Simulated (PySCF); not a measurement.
# CCSDTQ/STO-3G run of [AlH4]− (SMILES [H][Al-]([H])([H])[H])

What is the energy change on altering one bond length of [AlH4]− at CCSDTQ/STO-3G? Input form: a Python script.

The calculation is run with PySCF 2.14.0.

12 further runs of the same task are left out: 1 that didn't finish, 11 set aside as unsound or not needed.

## Step 1: The system as given

[AlH4]− has 5 atoms, charge -1, and is taken as a singlet. SMILES: `[H][Al-]([H])([H])[H]`. The shape comes from GFN2-xTB, which is rough for such elements, and wasn't checked as a minimum.

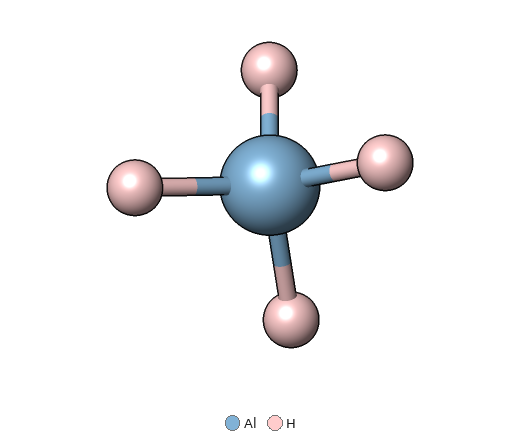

The structure, seen from a chosen angle (aluminium light blue, hydrogen pink).

## Step 2: The energy at CCSDTQ/STO-3G

Contents of job.py:

```python
from pyscf import gto, cc

mol = gto.Mole()
mol.atom = '''
Al    -0.002740    -0.002041    -0.000019
H      0.024302    -0.036510     3.074717
H      2.891357     0.024566    -1.044792
H     -1.462478     2.521121    -0.982922
H     -1.450440    -2.507137    -1.047003
'''
mol.unit = 'bohr'
mol.basis = 'sto-3g'
mol.charge = -1
mol.verbose = 4
mol.spin = 0
mol.max_memory = 1860
mol.build()

mf = mol.RHF()
mf.conv_tol = 1e-10
mf.kernel()
if not mf.converged:
    mf = mf.newton().run(mf.mo_coeff, mf.mo_occ)

mycc = cc.CCSDTQ(mf, frozen=5)
mycc.kernel()
etot = mycc.e_tot
print('E(%s) = %.9f' % ('CCSDTQ', etot))
```

Launch:

```sh
$ OMP_NUM_THREADS=1 python job.py
```

The program printed:

```text
PySCF version 2.14.0

[INPUT] num. atoms = 5
[INPUT] num. electrons = 18
[INPUT] charge = -1
[INPUT] spin (= nelec alpha-beta = 2S) = 0
[INPUT] symmetry False subgroup None
[INPUT] Mole.unit = bohr
[INPUT] Symbol           X                Y                Z      unit          X                Y                Z       unit  Magmom
[INPUT]  1 Al    -0.001449945558  -0.001080050687  -0.000010054367 AA   -0.002740000000  -0.002041000000  -0.000019000000 Bohr   0.0
[INPUT]  2 H      0.012860064580  -0.019320259971   1.627070166428 AA    0.024302000000  -0.036510000000   3.074717000000 Bohr   0.0
[INPUT]  3 H      1.530040233034   0.012999767363  -0.552880116552 AA    2.891357000000   0.024566000000  -1.044792000000 Bohr   0.0
[INPUT]  4 H     -0.773910029072   1.334119779172  -0.520139922512 AA   -1.462478000000   2.521121000000  -0.982922000000 Bohr   0.0
[INPUT]  5 H     -0.767539793807  -1.326719765054  -0.554050127365 AA   -1.450440000000  -2.507137000000  -1.047003000000 Bohr   0.0

nuclear repulsion = 18.0977263194124
number of shells = 9
number of NR pGTOs = 39
number of NR cGTOs = 13
basis = sto-3g
ecp = {}

******** <class 'pyscf.scf.hf.RHF'> ********
method = RHF
initial guess = minao
damping factor = 0
level_shift factor = 0
DIIS = <class 'pyscf.scf.diis.CDIIS'>
diis_start_cycle = 1
diis_space = 8
diis_damp = 0
SCF conv_tol = 1e-10
SCF conv_tol_grad = None
SCF max_cycles = 50
direct_scf = True
direct_scf_tol = 1e-13
Set gradient conv threshold to 1e-05
Initial guess from minao.
init E= -240.560359411442
  HOMO = -0.293478812109392  LUMO = 0.348986698623915  gap/eV = 17.48238
cycle= 1 E= -241.138545014064  delta_E= -0.578  |g|= 0.116  |ddm|=  1.9
  HOMO = -0.0470670606345528  LUMO = 0.804501707316789  gap/eV = 23.17237
cycle= 2 E= -241.146538322877  delta_E= -0.00799  |g|= 0.0293  |ddm|= 0.225
  HOMO = -0.0513010820272657  LUMO = 0.808754948681196  gap/eV = 23.40332
cycle= 3 E= -241.147083378506  delta_E= -0.000545  |g|= 0.00146  |ddm|= 0.0733
  HOMO = -0.0507869075562234  LUMO = 0.809459978378513  gap/eV = 23.40851
cycle= 4 E= -241.147083913622  delta_E= -5.35e-07  |g|= 7.1e-05  |ddm|= 0.00191
  HOMO = -0.0507522455839108  LUMO = 0.809457406030403  gap/eV = 23.40750
cycle= 5 E= -241.147083914373  delta_E= -7.51e-10  |g|= 1.2e-06  |ddm|= 4.94e-05
  HOMO = -0.0507522071412931  LUMO = 0.809459494288506  gap/eV = 23.40755
cycle= 6 E= -241.147083914373  delta_E= -4.55e-13  |g|= 1.35e-07  |ddm|= 2.52e-06
  HOMO = -0.050752188898177  LUMO = 0.809459480088292  gap/eV = 23.40755
Extra cycle  E= -241.147083914373  delta_E= -3.98e-13  |g|= 3.18e-08  |ddm|= 2.88e-07
converged SCF energy = -241.147083914373

******** <class 'pyscf.cc.rccsdtq.RCCSDTQ'> ********
RCCSDTQ nocc = 4, nmo = 8
Allocating only the i<=j<=k<=l part of the T4 amplitude in memory
frozen orbitals 5
max_cycle = 50
conv_tol = 1e-07
conv_tol_normt = 1e-06
diis with the T4 amplitude
diis_space = 6
diis_start_cycle = 0
diis_start_energy_diff = 1e+09
einsum_backend: numpy
_make_eris_incore_RCCSDTQ
blksize  4

WARN: A large `blksize` is being used, which may cause large memory consumption
      for storing contraction intermediates. If memory is sufficient, consider using
      `pyscf.cc.rccsdtq_highm.RCCSDTQ` instead.

Approximate memory usage estimate
    T4 memory                70.0 KB
    R4 memory                70.0 KB
    Symmetrized T4 memory    80.0 KB
    ERIs memory              32.0 KB
    T1-ERIs memory           32.0 KB
    Intermediates memory     64.0 KB
Init t2, MP2 energy = -241.188031040057  E_corr(MP2) -0.040947125683
Init E_corr(RCCSDTQ) = -0.0409471256832974
cycle =  1  E_corr(RCCSDTQ) = -0.053152701658  dE = -1.220557597489e-02  norm(d tamps) = 4.85325138e-02
cycle =  2  E_corr(RCCSDTQ) = -0.057589018497  dE = -4.436316838387e-03  norm(d tamps) = 1.84119683e-02
cycle =  3  E_corr(RCCSDTQ) = -0.060239117455  dE = -2.650098958869e-03  norm(d tamps) = 7.15322289e-03
cycle =  4  E_corr(RCCSDTQ) = -0.060259137914  dE = -2.002045891039e-05  norm(d tamps) = 6.07662935e-04
cycle =  5  E_corr(RCCSDTQ) = -0.060261323098  dE = -2.185183864821e-06  norm(d tamps) = 8.44207491e-05
cycle =  6  E_corr(RCCSDTQ) = -0.060263753792  dE = -2.430693795935e-06  norm(d tamps) = 2.41914808e-05
cycle =  7  E_corr(RCCSDTQ) = -0.060263535062  dE =  2.187298706671e-07  norm(d tamps) = 4.24713659e-06
cycle =  8  E_corr(RCCSDTQ) = -0.060263623300  dE = -8.823801998098e-08  norm(d tamps) = 7.21529331e-07
RCCSDTQ converged
E(RCCSDTQ) = -241.2073475376736   E_corr = -0.06026362330016712
E_corr(same-spin) = -0.000507567966866692
E_corr(oppo-spin) = -0.0597560553333004
E(CCSDTQ) = -241.207347538
```

Wall time 1.2 s (1 thread of Arm Neoverse V2, shared host); peak memory 0.12 GiB.

## Step 3: The distorted shape

Contents of calc.py:

```python
from pyscf import gto, scf, cc

molecule = gto.M(
    atom=[
    ('Al', (-1.226623, -0.012344, 0.442279)),
    ('H', (-1.212313, -0.030584, 2.069359)),
    ('H', (1.530040, 0.013000, -0.552880)),
    ('H', (-1.999083, 1.322856, -0.077851)),
    ('H', (-1.992713, -1.337984, -0.111761)),
],
    charge=-1,
    basis='sto-3g',
    verbose=4,
    max_memory=1860,
)

mf = scf.RHF(molecule)
mf.conv_tol = 1e-10
mf.kernel()
if not mf.converged:
    mf = mf.newton().run(mf.mo_coeff, mf.mo_occ)

mycc = cc.CCSDTQ(mf, frozen=5)
mycc.kernel()
energy = mycc.e_tot
print(f'total energy: {energy:.8f} hartree')
```

Launch:

```sh
$ OMP_NUM_THREADS=1 python calc.py
```

The program printed:

```text
PySCF version 2.14.0

[INPUT] num. atoms = 5
[INPUT] num. electrons = 18
[INPUT] charge = -1
[INPUT] spin (= nelec alpha-beta = 2S) = 0
[INPUT] symmetry False subgroup None
[INPUT] Mole.unit = angstrom
[INPUT] Symbol           X                Y                Z      unit          X                Y                Z       unit  Magmom
[INPUT]  1 Al    -1.226623000000  -0.012344000000   0.442279000000 AA   -2.317981528092  -0.023326779282   0.835786180647 Bohr   0.0
[INPUT]  2 H     -1.212313000000  -0.030584000000   2.069359000000 AA   -2.290939547250  -0.057795383794   3.910521763404 Bohr   0.0
[INPUT]  3 H      1.530040000000   0.013000000000  -0.552880000000 AA    2.891356559630   0.024566439619  -1.044791779750 Bohr   0.0
[INPUT]  4 H     -1.999083000000   1.322856000000  -0.077851000000 AA   -3.777719370274   2.499835542238  -0.147117068524 Bohr   0.0
[INPUT]  5 H     -1.992713000000  -1.337984000000  -0.111761000000 AA   -3.765681814860  -2.528423319050  -0.211197681408 Bohr   0.0

nuclear repulsion = 16.0408308507672
number of shells = 9
number of NR pGTOs = 39
number of NR cGTOs = 13
basis = sto-3g
ecp = {}

******** <class 'pyscf.scf.hf.RHF'> ********
method = RHF
initial guess = minao
damping factor = 0
level_shift factor = 0
DIIS = <class 'pyscf.scf.diis.CDIIS'>
diis_start_cycle = 1
diis_space = 8
diis_damp = 0
SCF conv_tol = 1e-10
SCF conv_tol_grad = None
SCF max_cycles = 50
direct_scf = True
direct_scf_tol = 1e-13
Set gradient conv threshold to 1e-05
[... 1 set-up line as earlier in the session ...]
init E= -240.35058193954
  HOMO = -0.157544224651351  LUMO = 0.106496427434002  gap/eV = 7.18491
cycle= 1 E= -240.908364872043  delta_E= -0.558  |g|= 0.155  |ddm|= 2.02
  HOMO = 0.185229738158505  LUMO = 0.455428124482793  gap/eV = 7.35247
cycle= 2 E= -240.935949505731  delta_E= -0.0276  |g|= 0.0448  |ddm|= 0.601
  HOMO = 0.134493472084887  LUMO = 0.481666585470801  gap/eV = 9.44706
cycle= 3 E= -240.937153780159  delta_E= -0.0012  |g|= 0.0107  |ddm|= 0.0888
  HOMO = 0.128161875131201  LUMO = 0.478477443282981  gap/eV = 9.53257
cycle= 4 E= -240.937237381153  delta_E= -8.36e-05  |g|= 0.00122  |ddm|= 0.0285
  HOMO = 0.130210113500861  LUMO = 0.477612328129484  gap/eV = 9.45330
cycle= 5 E= -240.937238467114  delta_E= -1.09e-06  |g|= 0.000157  |ddm|= 0.00394
  HOMO = 0.130283455684538  LUMO = 0.477729677550589  gap/eV = 9.45449
cycle= 6 E= -240.937238482297  delta_E= -1.52e-08  |g|= 2.39e-05  |ddm|= 0.000406
  HOMO = 0.130313733276172  LUMO = 0.477709314736177  gap/eV = 9.45312
cycle= 7 E= -240.937238482972  delta_E= -6.76e-10  |g|= 3.34e-06  |ddm|= 0.000122
  HOMO = 0.13030916603976  LUMO = 0.477711509511712  gap/eV = 9.45330
cycle= 8 E= -240.937238482987  delta_E= -1.5e-11  |g|= 2.64e-07  |ddm|= 1.44e-05
  HOMO = 0.130308830990205  LUMO = 0.477711683931331  gap/eV = 9.45331
Extra cycle  E= -240.937238482987  delta_E= -5.68e-14  |g|= 8.15e-08  |ddm|= 1.24e-06
converged SCF energy = -240.937238482987

******** <class 'pyscf.cc.rccsdtq.RCCSDTQ'> ********
RCCSDTQ nocc = 4, nmo = 8
Allocating only the i<=j<=k<=l part of the T4 amplitude in memory
frozen orbitals 5
max_cycle = 50
conv_tol = 1e-07
conv_tol_normt = 1e-06
diis with the T4 amplitude
diis_space = 6
diis_start_cycle = 0
diis_start_energy_diff = 1e+09
einsum_backend: numpy
_make_eris_incore_RCCSDTQ
blksize  4

WARN: A large `blksize` is being used, which may cause large memory consumption
      for storing contraction intermediates. If memory is sufficient, consider using
      `pyscf.cc.rccsdtq_highm.RCCSDTQ` instead.

Approximate memory usage estimate
    T4 memory                70.0 KB
    R4 memory                70.0 KB
    Symmetrized T4 memory    80.0 KB
    ERIs memory              32.0 KB
    T1-ERIs memory           32.0 KB
    Intermediates memory     64.0 KB
Init t2, MP2 energy = -240.993081361477  E_corr(MP2) -0.055842878489
Init E_corr(RCCSDTQ) = -0.0558428784894629
cycle =  1  E_corr(RCCSDTQ) = -0.065661406221  dE = -9.818527731822e-03  norm(d tamps) = 1.12503855e-01
cycle =  2  E_corr(RCCSDTQ) = -0.078188568015  dE = -1.252716179393e-02  norm(d tamps) = 7.67391277e-02
cycle =  3  E_corr(RCCSDTQ) = -0.079051966716  dE = -8.633987006594e-04  norm(d tamps) = 4.58503700e-02
cycle =  4  E_corr(RCCSDTQ) = -0.087337691305  dE = -8.285724588930e-03  norm(d tamps) = 3.35482153e-02
cycle =  5  E_corr(RCCSDTQ) = -0.086676027610  dE =  6.616636944016e-04  norm(d tamps) = 7.13750456e-03
cycle =  6  E_corr(RCCSDTQ) = -0.086707869751  dE = -3.184214061662e-05  norm(d tamps) = 3.38312166e-03
cycle =  7  E_corr(RCCSDTQ) = -0.086772008125  dE = -6.413837409584e-05  norm(d tamps) = 1.34269623e-03
cycle =  8  E_corr(RCCSDTQ) = -0.086757635093  dE =  1.437303258332e-05  norm(d tamps) = 6.94956144e-04
cycle =  9  E_corr(RCCSDTQ) = -0.086762648128  dE = -5.013035071513e-06  norm(d tamps) = 7.65076561e-05
cycle = 10  E_corr(RCCSDTQ) = -0.086762139991  dE =  5.081361049708e-07  norm(d tamps) = 1.98290198e-05
cycle = 11  E_corr(RCCSDTQ) = -0.086761382360  dE =  7.576310402102e-07  norm(d tamps) = 8.41954487e-06
cycle = 12  E_corr(RCCSDTQ) = -0.086761065740  dE =  3.166205756744e-07  norm(d tamps) = 2.20640318e-06
cycle = 13  E_corr(RCCSDTQ) = -0.086761050392  dE =  1.534785018520e-08  norm(d tamps) = 5.29872250e-07
RCCSDTQ converged
E(RCCSDTQ) = -241.0239995333793   E_corr = -0.08676105039202997
E_corr(same-spin) = -0.00125631838565644
E_corr(oppo-spin) = -0.0855047320063735
total energy: -241.02399953 hartree
```

It took 1.4 s on 1 thread of Arm Neoverse V2, shared host; peak memory 0.11 GiB.

## Step 4: Results

Level: CCSDTQ/STO-3G, 5 core orbitals frozen.

| quantity | value |
| --- | --- |
| first shape: total energy | -241.20735 Eh |
| first shape: HOMO energy (Hartree–Fock orbitals) | -1.38 eV |
| first shape: LUMO energy (Hartree–Fock orbitals) | 22.03 eV |
| first shape: HOMO–LUMO gap (to an unbound level, set by the basis) | 23.41 eV |
| first shape: correlation energy (5 core orbitals frozen) | -60.3 mEh |
| first shape: T1 diagnostic | 0.008 |
| distorted shape: total energy | -241.02400 Eh |
| distorted shape: HOMO energy (Hartree–Fock orbitals) | 3.55 eV |
| distorted shape: LUMO energy (Hartree–Fock orbitals) | 13.00 eV |
| distorted shape: HOMO–LUMO gap (to an unbound level, set by the basis) | 9.45 eV |
| distorted shape: correlation energy (5 core orbitals frozen) | -86.8 mEh |
| distorted shape: T1 diagnostic | 0.071 |
| energy change with the Al1–H3 bond stretched from 1.628 to 2.931 Å | 4.989 eV |

With the Al1–H3 bond stretched from 1.628 to 2.931 Å the energy rises by 4.99 eV (481 kJ/mol). The first shape isn't relaxed at this level, so the change isn't measured from a minimum. The minimal basis adds a large error of its own. Mulliken charges (first shape) of the mean-field density run from -0.42 on H3 to +0.68 on Al1. The HOMO (distorted shape) lies at positive energy, 3.55 eV: the electron is unbound at this level or held by a compact basis; values depend on the basis.
